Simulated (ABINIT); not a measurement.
# A GW chain in ABINIT: Ca2H6Os (Fm-3m), part 2 of 3

Wanted: ground state, empty states, screening and self-energy for Ca2H6Os (Fm-3m).

ABINIT 10.8.3; PBEsol and many-body steps on it, plane waves. Known limits of the many-body steps: not at the basis limit; screening head approximate; d states lean on the start; coarse k mesh.

So far. Step 2 (Ground state): The gap is direct, at (0.500, 0.500, 0.000).

### 3. Bands along the symmetry lines

Level of this step: DFT, PBEsol with spin-orbit coupling, plane waves, norm-conserving pseudopotentials (ABINIT).

The cheap functional maps the bands first; the places of the edges decide which points the dearer methods must see.

Contents of run.abi:

```
acell 3*1.0 Angstrom
rprim 
  0.000000000000 3.614821300000 3.614821300000
  3.614821300000 0.000000000000 3.614821300000
  3.614821300000 3.614821300000 0.000000000000
ntypat 3
znucl 20 1 76
natom 9
typat 1 1 2 2 2 2 2 2 3
xred 
  0.250000000000 0.250000000000 0.250000000000
  0.750000000000 0.750000000000 0.750000000000
  0.762819760000 0.237180240000 0.237180240000
  0.237180240000 0.762819760000 0.762819760000
  0.237180240000 0.762819760000 0.237180240000
  0.762819760000 0.237180240000 0.762819760000
  0.237180240000 0.237180240000 0.762819760000
  0.762819760000 0.762819760000 0.237180240000
  0.000000000000 0.000000000000 0.000000000000
pp_dirpath "pseudos"
pseudos "Ca.upf, H.upf, Os.upf"
ecut 33
nspinor 2
iscf -2
irdden 1
kptopt 0
nkpt 26
kpt 
  0.00000000 0.00000000 0.00000000
  0.12500000 0.00000000 0.12500000
  0.25000000 0.00000000 0.25000000
  0.37500000 0.00000000 0.37500000
  0.50000000 0.00000000 0.50000000
  0.53125000 0.06250000 0.53125000
  0.56250000 0.12500000 0.56250000
  0.59375000 0.18750000 0.59375000
  0.62500000 0.25000000 0.62500000
  0.37500000 0.37500000 0.75000000
  0.28125000 0.28125000 0.56250000
  0.18750000 0.18750000 0.37500000
  0.09375000 0.09375000 0.18750000
  0.00000000 0.00000000 0.00000000
  0.12500000 0.12500000 0.12500000
  0.25000000 0.25000000 0.25000000
  0.37500000 0.37500000 0.37500000
  0.50000000 0.50000000 0.50000000
  0.50000000 0.43750000 0.56250000
  0.50000000 0.37500000 0.62500000
  0.50000000 0.31250000 0.68750000
  0.50000000 0.25000000 0.75000000
  0.50000000 0.18750000 0.68750000
  0.50000000 0.12500000 0.62500000
  0.50000000 0.06250000 0.56250000
  0.50000000 0.00000000 0.50000000
istwfk *1
nband 58
nbdbuf 6
tolwfr 1e-08
nstep 40
prtwf 0
prtvol 0
indata_prefix "in"
outdata_prefix "out"
tmpdata_prefix "tmp"
```

Started as:

```
$ OMP_NUM_THREADS=1 mpirun -n 4 abinit run.abi > log
```

Numbers of over 12 decimals in the logs are rounded to 6 here.

Output:

```text
.Version 10.8.3 of ABINIT. v10.8.2 released Aug 2026.

 Symmetries : space group Fm -3 m (#225); Bravais cF (face-center cubic)
[... echo of the input left out ...]
== DATASET  1 ==================================================================
-   mpi_nproc: 4, omp_nthreads: 1 (-1 if OMP is not activated)

--- !DatasetInfo
iteration_state: {dtset: 1, }
dimensions: {natom: 9, nkpt: 26, mband: 58, nsppol: 1, nspinor: 2, nspden: 1, mpw: 5817, }
cutoff_energies: {ecut:  33.0, pawecutdg:  -1.0, }
electrons: {nelect:   4.20000000E+01, charge:   0.00000000E+00, occopt:   1.00000000E+00, tsmear:   1.00000000E-02, }

 Real(R)+Recip(G) space primitive vectors, cartesian coordinates (Bohr,Bohr^-1):
 R(1)=  0.0000000  6.8310223  6.8310223  G(1)= -0.0731955  0.0731955  0.0731955
 R(2)=  6.8310223  0.0000000  6.8310223  G(2)=  0.0731955 -0.0731955  0.0731955
 R(3)=  6.8310223  6.8310223  0.0000000  G(3)=  0.0731955  0.0731955 -0.0731955
 Unit cell volume ucvol=  6.3751014E+02 bohr^3
 Angles (23,13,12)=  6.00000000E+01  6.00000000E+01  6.00000000E+01 degrees

 getcut: wavevector=  0.0000  0.0000  0.0000  ngfft=  50  50  50
         ecut(hartree)=     33.000   => boxcut(ratio)=   2.00226

--- Pseudopotential description ------------------------------------------------
- Ca Generated using ONCVPSP code by D. R. Hamann
- 20.00000  10.00000  180509                  znucl, zion, pspdat
12 -116133 2 -1 1746                          pspcod,pspxc,lmax,lloc,mmax
     nproj     2     3     2     0
     spin-orbit psp
        nprojso     4     2     0
  pspatm : epsatm=   12.46569982
         --- l  ekb(1:nproj) -->
             0    0.973558   10.055048
             1    2.999586    0.458246    0.000021
             2   -3.446888   -1.091508
  spin-orbit 1    0.048466   -0.009333    0.003358   -0.000050
  spin-orbit 2    0.003087    0.001219
 pspatm: atomic psp has been read  and splines computed

- H Generated using ONCVPSP code by D. R. Hamann
-  1.00000   1.00000  180509                  znucl, zion, pspdat
12 -116133 1 -1 1180                          pspcod,pspxc,lmax,lloc,mmax
     nproj     2     2     0     0
     spin-orbit psp
        nprojso     2     0     0
  pspatm : epsatm=    0.35588979
         --- l  ekb(1:nproj) -->
             0   -1.674936   -0.523615
[...]
spin-orbit 1    0.000425   -0.000168
 pspatm: atomic psp has been read  and splines computed

- Os Generated using ONCVPSP code by D. R. Hamann
- 76.00000  16.00000  180509                  znucl, zion, pspdat
12 -116133 3 -1 1328                          pspcod,pspxc,lmax,lloc,mmax
     nproj     2     4     3     4
     spin-orbit psp
        nprojso     4     4     4
  pspatm : epsatm=   26.10852692
         --- l  ekb(1:nproj) -->
[...]
1    6.082045    0.457570   -0.095798    0.000452
             2    2.240904    0.220541    0.002467
[...]
Non-SCF case, kpt   26 (  0.50000  0.00000  0.50000), residuals and eigenvalues=
[...]
2.6707E-01  2.6707E-01  3.0038E-01  3.0038E-01  3.4210E-01  3.4210E-01
  3.4337E-01  3.4337E-01  3.4574E-01  3.4574E-01  3.9838E-01  3.9839E-01
[...]
--- !ResultsGS
iteration_state: {dtset: 1, }
comment   : Summary of ground state results
lattice_vectors:
- [  0.0000000,   6.8310223,   6.8310223, ]
- [  6.8310223,   0.0000000,   6.8310223, ]
- [  6.8310223,   6.8310223,   0.0000000, ]
lattice_lengths: [   9.66052,    9.66052,    9.66052, ]
lattice_angles: [ 60.000,  60.000,  60.000, ] # degrees, (23, 13, 12)
lattice_volume:   6.3751014E+02
convergence: {deltae:  0.000E+00, res2:  0.000E+00, residm:  9.987E-09, diffor:  0.000E+00, }
etotal    :  -1.82285858E+02
entropy   :   0.00000000E+00
fermie    :   1.77012243E-01
cartesian_stress_tensor: null
pressure_GPa: null
xred      :
- [  2.5000E-01,   2.5000E-01,   2.5000E-01, Ca]
- [  7.5000E-01,   7.5000E-01,   7.5000E-01, Ca]
- [  7.6282E-01,   2.3718E-01,   2.3718E-01,  H]
- [  2.3718E-01,   7.6282E-01,   7.6282E-01,  H]
- [  2.3718E-01,   7.6282E-01,   2.3718E-01,  H]
- [  7.6282E-01,   2.3718E-01,   7.6282E-01,  H]
- [  2.3718E-01,   2.3718E-01,   7.6282E-01,  H]
- [  7.6282E-01,   7.6282E-01,   2.3718E-01,  H]
- [  0.0000E+00,   0.0000E+00,   0.0000E+00, Os]
cartesian_forces: null
force_length_stats: {min: null, max: null, mean: null, }

 Integrated electronic density in atomic spheres:
 ------------------------------------------------
 Atom  Sphere_radius  Integrated_density
[...]
================================================================================

 ----iterations are completed or convergence reached----

 Mean square residual over all n,k,spin=   57.547E-10; max=  99.874E-10
 reduced coordinates (array xred) for    9 atoms
[...]
0.762819760000      0.762819760000      0.237180240000
       0.000000000000      0.000000000000      0.000000000000

 cartesian coordinates (angstrom) at end:
[...]
8      3.614821     3.614821     5.514914
    9      0.000000     0.000000     0.000000
 length scales=  1.889726125908  1.889726125908  1.889726125908 bohr
              =  1.000000000000  1.000000000000  1.000000000000 angstroms
 prteigrs : about to open file out_EIG
 Eigenvalues (hartree) for nkpt=  26  k points:
 kpt#   1, nband= 58, wtk=  1.00000, kpt=  0.0000  0.0000  0.0000 (reduced coord)
[...]
kpt#   2, nband= 58, wtk=  1.00000, kpt=  0.1250  0.0000  0.1250 (reduced coord)
[...]
kpt#   3, nband= 58, wtk=  1.00000, kpt=  0.2500  0.0000  0.2500 (reduced coord)
[...]
kpt#  25, nband= 58, wtk=  1.00000, kpt=  0.5000  0.0625  0.5625 (reduced coord)
[...]
0.41674    0.41749
 kpt#  26, nband= 58, wtk=  1.00000, kpt=  0.5000  0.0000  0.5000 (reduced coord)
[...]
0.17701    0.17701    0.26707    0.26707    0.30038    0.30038    0.34210    0.34210
   0.34337    0.34337    0.34574    0.34574    0.39838    0.39839    0.40013    0.40015
   0.41403    0.41419

== END DATASET(S) ==============================================================
================================================================================

 -outvars: echo values of variables after computation  --------
            nband          58
             nkpt          26
          spgroup         225
 [... the other variables as echoed above ...]

 Calculation completed.
```

The job ended after 2.4 min (4 MPI ranks of AMD EPYC 9R45 (Zen 5), shared host; peak memory 0.63 GiB).

This step gave:

```yaml
gap: 2.451 eV
k_of_the_valence_top: 0.5, 0, 0.5
k_of_the_conduction_bottom: 0.5, 0, 0.5
least_direct_gap: 2.451 eV
```

The gap is 2.451 eV, as in the run before at this level.

Electronic bands along the path, in eV, zero at the top of the highest filled band:

```
    point  band 39  band 40  band 41  band 42  band 43  band 44  band 45  band 46
        Γ    -0.52    -0.52    -0.08    -0.08     4.19     4.19     4.19     4.19
        X    -0.39    -0.39     0.00     0.00     2.45     2.45     3.36     3.36
        U    -0.42    -0.42    -0.02    -0.02     2.78     2.78     3.70     3.70
jump to K    -0.42    -0.42    -0.02    -0.02     2.78     2.78     3.70     3.70
        Γ    -0.52    -0.52    -0.08    -0.08     4.19     4.19     4.19     4.19
        L    -0.47    -0.47    -0.10    -0.10     3.85     3.85     4.11     4.11
        W    -0.47    -0.47    -0.02    -0.02     2.92     2.92     3.85     3.85
        X    -0.39    -0.39     0.00     0.00     2.45     2.45     3.36     3.36
```

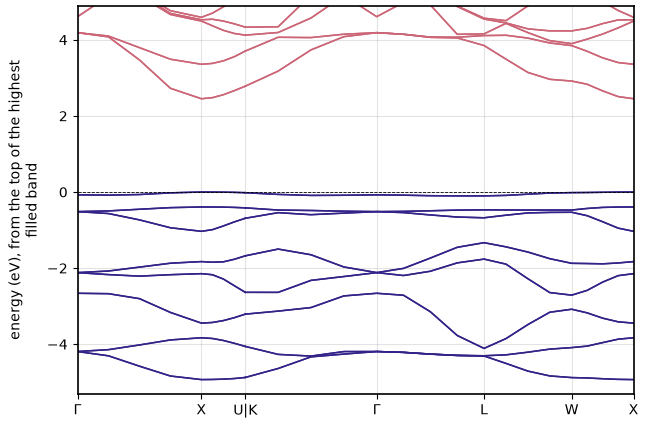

Electronic bands along the path; lines of filled and empty bands in two colours.

### 4. Empty states on the mesh, 2×2×2 mesh, 146 bands

The sums over transitions need many empty states on a uniform mesh; this step solves for them.

Contents of run.abi:

```
acell 3*1.0 Angstrom
rprim 
  0.000000000000 3.614821300000 3.614821300000
  3.614821300000 0.000000000000 3.614821300000
  3.614821300000 3.614821300000 0.000000000000
ntypat 3
znucl 20 1 76
natom 9
typat 1 1 2 2 2 2 2 2 3
xred 
  0.250000000000 0.250000000000 0.250000000000
  0.750000000000 0.750000000000 0.750000000000
  0.762819760000 0.237180240000 0.237180240000
  0.237180240000 0.762819760000 0.762819760000
  0.237180240000 0.762819760000 0.237180240000
  0.762819760000 0.237180240000 0.762819760000
  0.237180240000 0.237180240000 0.762819760000
  0.762819760000 0.762819760000 0.237180240000
  0.000000000000 0.000000000000 0.000000000000
pp_dirpath "pseudos"
pseudos "Ca.upf, H.upf, Os.upf"
ecut 33
nspinor 2
ngkpt 2 2 2
nshiftk 1
shiftk 0 0 0
kptopt 1
chksymbreak 0
iscf -2
irdden 1
istwfk *1
nband 146
nbdbuf 12
tolwfr 1e-09
nstep 60
prtvol 0
indata_prefix "in"
outdata_prefix "out"
tmpdata_prefix "tmp"
```

Started as:

```
$ OMP_NUM_THREADS=1 mpirun -n 3 abinit run.abi > log
```

Output:

```text
.Version 10.8.3 of ABINIT. v10.8.2 released Aug 2026.

 Symmetries : space group Fm -3 m (#225); Bravais cF (face-center cubic)
[... echo of the input left out ...]
== DATASET  1 ==================================================================
-   mpi_nproc: 3, omp_nthreads: 1 (-1 if OMP is not activated)

--- !DatasetInfo
iteration_state: {dtset: 1, }
dimensions: {natom: 9, nkpt: 3, mband: 146, nsppol: 1, nspinor: 2, nspden: 1, mpw: 5817, }
cutoff_energies: {ecut:  33.0, pawecutdg:  -1.0, }
electrons: {nelect:   4.20000000E+01, charge:   0.00000000E+00, occopt:   1.00000000E+00, tsmear:   1.00000000E-02, }

 Real(R)+Recip(G) space primitive vectors, cartesian coordinates (Bohr,Bohr^-1):
 R(1)=  0.0000000  6.8310223  6.8310223  G(1)= -0.0731955  0.0731955  0.0731955
 R(2)=  6.8310223  0.0000000  6.8310223  G(2)=  0.0731955 -0.0731955  0.0731955
 R(3)=  6.8310223  6.8310223  0.0000000  G(3)=  0.0731955  0.0731955 -0.0731955
 Unit cell volume ucvol=  6.3751014E+02 bohr^3
 Angles (23,13,12)=  6.00000000E+01  6.00000000E+01  6.00000000E+01 degrees

 getcut: wavevector=  0.0000  0.0000  0.0000  ngfft=  50  50  50
         ecut(hartree)=     33.000   => boxcut(ratio)=   2.00226

--- Pseudopotential description ------------------------------------------------
- Ca Generated using ONCVPSP code by D. R. Hamann
- 20.00000  10.00000  180509                  znucl, zion, pspdat
12 -116133 2 -1 1746                          pspcod,pspxc,lmax,lloc,mmax
     nproj     2     3     2     0
     spin-orbit psp
        nprojso     4     2     0
  pspatm : epsatm=   12.46569982
         --- l  ekb(1:nproj) -->
             0    0.973558   10.055048
             1    2.999586    0.458246    0.000021
             2   -3.446888   -1.091508
  spin-orbit 1    0.048466   -0.009333    0.003358   -0.000050
  spin-orbit 2    0.003087    0.001219
 pspatm: atomic psp has been read  and splines computed

- H Generated using ONCVPSP code by D. R. Hamann
-  1.00000   1.00000  180509                  znucl, zion, pspdat
12 -116133 1 -1 1180                          pspcod,pspxc,lmax,lloc,mmax
     nproj     2     2     0     0
     spin-orbit psp
        nprojso     2     0     0
  pspatm : epsatm=    0.35588979
         --- l  ekb(1:nproj) -->
             0   -1.674936   -0.523615
[...]
spin-orbit 1    0.000425   -0.000168
 pspatm: atomic psp has been read  and splines computed

- Os Generated using ONCVPSP code by D. R. Hamann
- 76.00000  16.00000  180509                  znucl, zion, pspdat
12 -116133 3 -1 1328                          pspcod,pspxc,lmax,lloc,mmax
     nproj     2     4     3     4
     spin-orbit psp
        nprojso     4     4     4
  pspatm : epsatm=   26.10852692
         --- l  ekb(1:nproj) -->
[...]
1    6.082045    0.457570   -0.095798    0.000452
             2    2.240904    0.220541    0.002467
[...]
1.53E-10  3.08E-10  1.99E-10  2.55E-10  1.88E-10  2.70E-10  2.12E-10  2.75E-10
[...]
4.43E-05  2.49E-05
 -2.9002E+00 -2.9002E+00 -1.7411E+00 -1.7411E+00 -1.2943E+00 -1.2943E+00
 -1.2943E+00 -1.2943E+00 -1.2633E+00 -1.2633E+00 -1.2617E+00 -1.2617E+00
 -5.8043E-01 -5.8043E-01 -5.7536E-01 -5.7536E-01 -5.6674E-01 -5.6674E-01
[...]
1.1411E+00  1.1411E+00  1.2705E+00  1.2705E+00  1.2705E+00  1.2705E+00
  1.2980E+00  1.2983E+00  1.3043E+00  1.3043E+00  1.3048E+00  1.3076E+00
  1.3177E+00  1.3181E+00
 prteigrs : prtvol=0 or 1, do not print more k-points.

--- !ResultsGS
iteration_state: {dtset: 1, }
comment   : Summary of ground state results
lattice_vectors:
- [  0.0000000,   6.8310223,   6.8310223, ]
- [  6.8310223,   0.0000000,   6.8310223, ]
- [  6.8310223,   6.8310223,   0.0000000, ]
lattice_lengths: [   9.66052,    9.66052,    9.66052, ]
lattice_angles: [ 60.000,  60.000,  60.000, ] # degrees, (23, 13, 12)
lattice_volume:   6.3751014E+02
convergence: {deltae:  0.000E+00, res2:  0.000E+00, residm:  9.996E-10, diffor:  0.000E+00, }
etotal    :  -1.82285858E+02
entropy   :   0.00000000E+00
fermie    :   1.77012243E-01
cartesian_stress_tensor: null
pressure_GPa: null
xred      :
- [  2.5000E-01,   2.5000E-01,   2.5000E-01, Ca]
- [  7.5000E-01,   7.5000E-01,   7.5000E-01, Ca]
- [  7.6282E-01,   2.3718E-01,   2.3718E-01,  H]
- [  2.3718E-01,   7.6282E-01,   7.6282E-01,  H]
- [  2.3718E-01,   7.6282E-01,   2.3718E-01,  H]
- [  7.6282E-01,   2.3718E-01,   7.6282E-01,  H]
- [  2.3718E-01,   2.3718E-01,   7.6282E-01,  H]
- [  7.6282E-01,   7.6282E-01,   2.3718E-01,  H]
- [  0.0000E+00,   0.0000E+00,   0.0000E+00, Os]
cartesian_forces: null
force_length_stats: {min: null, max: null, mean: null, }

 Integrated electronic density in atomic spheres:
 ------------------------------------------------
 Atom  Sphere_radius  Integrated_density
[...]
================================================================================

 ----iterations are completed or convergence reached----

 Mean square residual over all n,k,spin=   46.581E-11; max=  99.957E-11
 reduced coordinates (array xred) for    9 atoms
[...]
0.762819760000      0.762819760000      0.237180240000
       0.000000000000      0.000000000000      0.000000000000

 cartesian coordinates (angstrom) at end:
    1      1.807411     1.807411     1.807411
[...]
8      3.614821     3.614821     5.514914
    9      0.000000     0.000000     0.000000
 length scales=  1.889726125908  1.889726125908  1.889726125908 bohr
              =  1.000000000000  1.000000000000  1.000000000000 angstroms
 prteigrs : about to open file out_EIG
 Eigenvalues (hartree) for nkpt=   3  k points:
 kpt#   1, nband=146, wtk=  0.12500, kpt=  0.0000  0.0000  0.0000 (reduced coord)
[...]
1.13606    1.13606    1.13606    1.13606    1.14114    1.14114    1.27045    1.27045
   1.27047    1.27049    1.29803    1.29826    1.30425    1.30425    1.30478    1.30758
   1.31769    1.31805
 prteigrs : prtvol=0 or 1, do not print more k-points.

== END DATASET(S) ==============================================================
================================================================================

 -outvars: echo values of variables after computation  --------
            nband         146
             nkpt           3
          spgroup         225
 [... the other variables as echoed above ...]

 Calculation completed.
```

Elapsed: 47 s, on 3 MPI ranks; peak memory 0.41 GiB.

This step gave:

* gap: 2.451 eV
* k of the valence top: 0.5, 0.5, 0
* k of the conduction bottom: 0.5, 0.5, 0
* least direct gap: 2.451 eV
* k points computed: 3
* lowest point of the top converged band, above the valence top: 26.24 eV

On this mesh the gap is 2.451 eV.

### 5. Screening, 2×2×2 mesh, 134 bands, screening to 98 eV

The RPA dielectric matrix is built and inverted for each q.

This step: RPA screening on PBEsol with spin-orbit coupling, plane waves, norm-conserving pseudopotentials.

Changes to run.abi since step 4:

```diff
@@ -28,10 +28,11 @@
 chksymbreak 0
-iscf -2
-irdden 1
 istwfk *1
-nband 146
-nbdbuf 12
-tolwfr 1e-09
-nstep 60
-prtvol 0
+occopt 1
+irdwfk 1
+optdriver 3
+nband 134
+ecuteps 3.6
+inclvkb 0
+awtr 1
+symchi 1
 indata_prefix "in"
```

Started as:

```
$ OMP_NUM_THREADS=1 mpirun -n 4 abinit run.abi > log
```

Output:

```text
.Version 10.8.3 of ABINIT. v10.8.2 released Aug 2026.

 Symmetries : space group Fm -3 m (#225); Bravais cF (face-center cubic)
[... echo of the input left out ...]
== DATASET  1 ==================================================================
-   mpi_nproc: 4, omp_nthreads: 1 (-1 if OMP is not activated)

--- !DatasetInfo
iteration_state: {dtset: 1, }
dimensions: {natom: 9, nkpt: 3, mband: 134, nsppol: 1, nspinor: 2, nspden: 1, mpw: 5817, }
cutoff_energies: {ecut:  33.0, pawecutdg:  -1.0, }
electrons: {nelect:   4.20000000E+01, charge:   0.00000000E+00, occopt:   1.00000000E+00, tsmear:   1.00000000E-02, }

 SCREENING: Calculation of the susceptibility and dielectric matrices

 Based on a program developped by R.W. Godby, V. Olevano, G. Onida, and L. Reining.
 Incorporated in ABINIT by V. Olevano, G.-M. Rignanese, and M. Torrent.
.Using double precision arithmetic ; gwpc =  8

[... cell and pseudopotentials left out ...]
--------------------------------------------------------------------------------

 ==== K-mesh for the wavefunctions ====
 Number of points in the irreducible wedge :     3
[... list of points left out ...]
 Together with 48 symmetry operations and time-reversal symmetry
 yields     8 points in the full Brillouin Zone.

 ==== Q-mesh for the screening function ====
 Number of points in the irreducible wedge :     3
[... list of points left out ...]
 Together with 48 symmetry operations and time-reversal symmetry
 yields     8 points in the full Brillouin Zone.

 setmesh: FFT mesh size selected  =    36x   36x   36
          total number of points  =        46656

 vcoul_init : cutoff-mode = AUXILIARY_FUNCTION
 q-points for optical limit:   1
     1)      0.000010    0.000020    0.000030

- screening: taking advantage of time-reversal symmetry
- Maximum band index for partially occupied states nbvw = 42
- Remaining bands to be divided among processors   nbcw = 92
- Number of bands treated by each node ~23

 Number of electrons calculated from density =   42.0000; Expected =   42.0000
 average of density, n =  0.065881
 r_s =    1.5360
 omega_plasma =   24.7592 [eV]

 calculating chi0 at frequencies [eV] :
  1    0.000000E+00    0.000000E+00
  2    0.000000E+00    2.475921E+01

--------------------------------------------------------------------------------
  q-point number  1        q = ( 0.000000, 0.000000, 0.000000) [r.l.u.]
--------------------------------------------------------------------------------
[... chi0 elements left out ...]
 For q-point:  0.000010 0.000020 0.000030
  dielectric constant =   4.7339
  dielectric constant without local fields =   5.7088

  Average fulfillment of the sum rule on Im[epsilon] for q-point    1 :     46.94  [%]
[... wings left out ...]
  q-point number  2        q = ( 0.500000, 0.000000, 0.000000) [r.l.u.]
--------------------------------------------------------------------------------
[... chi0 elements left out ...]
  Average fulfillment of the sum rule on Im[epsilon] for q-point    2 :     56.63  [%]

 [... 1 further q-points ...]
```

It took 9.9 s on 4 MPI ranks; peak memory 1.6 GiB; 39 s of CPU time.

Numbers from this step:

```yaml
eps_infinity_with_local_fields_on_this_mesh_along_the_program_s_q_direction: 4.734
the_same_without_local_fields: 5.709
plasma_frequency: 24.76 eV
plane_waves_in_the_screening_matrix: 181
```

Local fields lower ε∞ by 17 %. On a Γ-centred mesh this coarse the value itself is usually too large, while a short band sum pulls it down.

[end of part 2 of 3]

[Paths, hosts, dates, memory and timing lines, banners, echoed tables and standing remarks are left out of the program output.]

[Logs are printed without paths, hosts, clocks, repeated set-up lines and the standing remarks that a program may print on its own settings, such as how far it seeks lower states.]

[Runs of the session that timed out or met a known fault of the program may be left out.]

[Hosts, paths, dates, database ids (printed as entryN), source tags and the programs' standing remarks are cut or masked in the printed files.]

[G0W0 gaps are taken among the corrected bands and points alone; a level outside them can change the order at an edge.]

[Where Ansatz stands beside ABINIT at settings called matched, ABINIT's density can come from a denser mesh and the files from another edition; pairs whose starting gaps differed by over 0.03 eV were left out, so agreement reads better than it is.]
